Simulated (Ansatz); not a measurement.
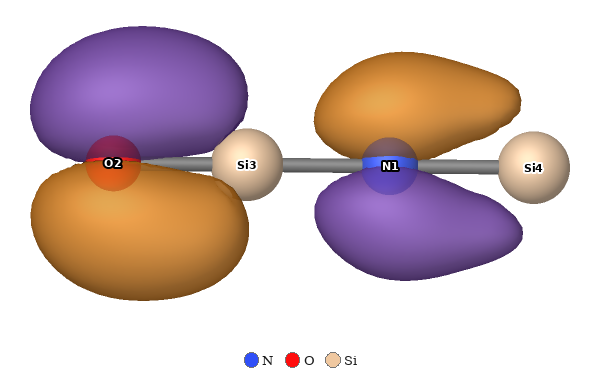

Figure. NOSi$_{2}$ (SMILES O=[Si]=[N+]=[Si]) (charge +1). The HOMO at ±0.1 Å⁻³ᐟ² (orange and purple are the two phases), seen from one side.

Geometry: PBE0-D3(BJ)/def2-SVP.

Level of theory: isolated molecule in a Gaussian basis; Kohn-Sham density functional theory, functional PBE0 in Ansatz.

**Describe this orbital and give its energy.**

By Hirshfeld shares it lies mainly on O2 (about 65 %), Si3 (about 15 %) and N1 (about 15 %). It is one of a degenerate set, so its orientation is arbitrary. Its energy is −14.93 eV.
